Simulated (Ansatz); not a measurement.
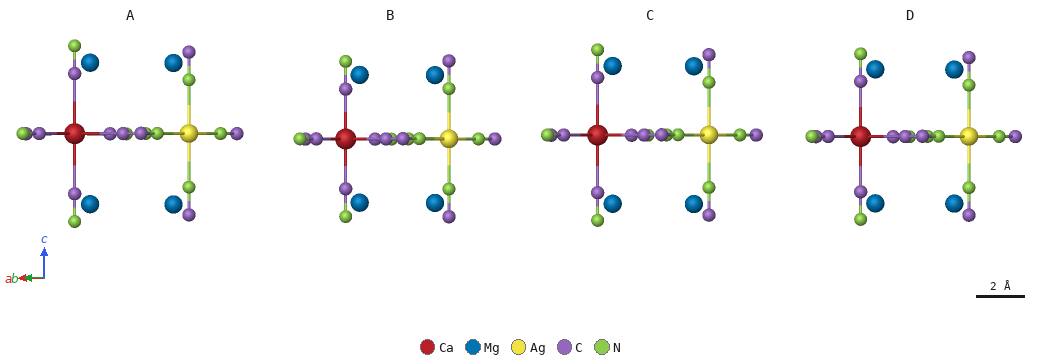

4 geometries from one relaxation of solid CaMg2AgC6N6 (a generated structure, set up in Fm-3m) (coarse preliminary run), in shuffled order. A ball-and-stick model of the atoms within 5.0 Å of the atom that moves most (axes of the conventional cell (4 times the calculation's cell) (origin shifted)), seen from a free direction. Lengths and directions refer to the drawn axes.

The calculation used DFT PBE, scalar-relativistic, plane waves, PAW (Ansatz 0.2.0). (plane-wave cutoff 420 eV; k-point mesh 4 × 4 × 4; occupations gaussian; smearing width 0.1 eV; collinear spin; cell and atoms relaxed; force threshold 0.04 eV/Å; at most 70 steps)

Q: Put them in the order of the run, from the start to the converged end.

A: B, D, C, A. They are steps 0, 1, 2, 9, at +323 meV per atom, +78.0 meV per atom, +39.4 meV per atom relative to the last. The energy falls by 323 meV per atom in 6 accepted moves (9 points after the start). Largest force component: 3.9 eV/Å at the start, 0.018 eV/Å at the end. Pressure: 13.56 GPa at the start and 0.12 GPa at the end. The line search rejected the trial step at point 7 of the run. At 2 points the geometry stayed and the basis and grid were re-selected for the new cell (energy shift of 30.6 meV per atom at most each time). The largest moves relative to the cell, 0.21 Å, are those of C atoms. Largest moves by element: C 0.21 Å, N 0.08 Å. Mg and Ca and Ag stay in place. The volume changes by +35.7 %, with a = b = c 10.792 → 11.947 Å (+10.7 %). Near-neighbour distances that change, for instance: C–Ca 2.106 → 2.537 Å, Ag–N 2.120 → 2.265 Å. The space group stays Fm-3m (No. 225). Cost: 5.1 min on 1 thread of Arm Neoverse V2 (shared host), peak memory 0.96 GiB.
